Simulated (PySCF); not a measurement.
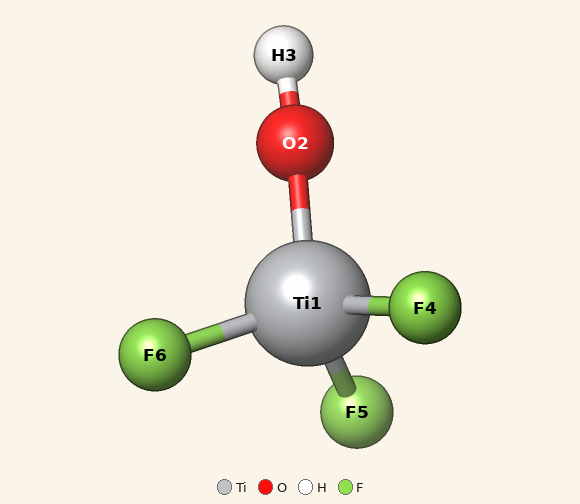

The species is neutral and a spin singlet. Computed geometry: PBE0-D3(BJ)/def2-SVP optimisation. No frequency run is at hand to confirm it as a minimum. Properties computed with PBE/pcJ-1 (pcSseg-1 on Ti) indirect spin-spin coupling, non-relativistic, gas phase (PySCF 2.14.0). Isotopes: 19F, 1H, 17O.

Give the spin–spin coupling constants of these pairs, with the number of bonds between them: O2/F4, O2/F5, F4/F6, F4/F5, F5/F6, H3/F4, H3/F6.

| pair | bonds apart | J (Hz) |
| --- | --- | --- |
| O2, F4 | 2 | −2.8 |
| O2, F5 | 2 | −2.8 |
| F4, F6 | 2 | 113.7 |
| F4, F5 | 2 | 112.6 |
| F5, F6 | 2 | 115.4 |
| H3, F4 | 3 | −2.6 |
| H3, F6 | 3 | −2.2 |

Density functionals are unreliable for couplings to fluorine, so those rows may be far off.
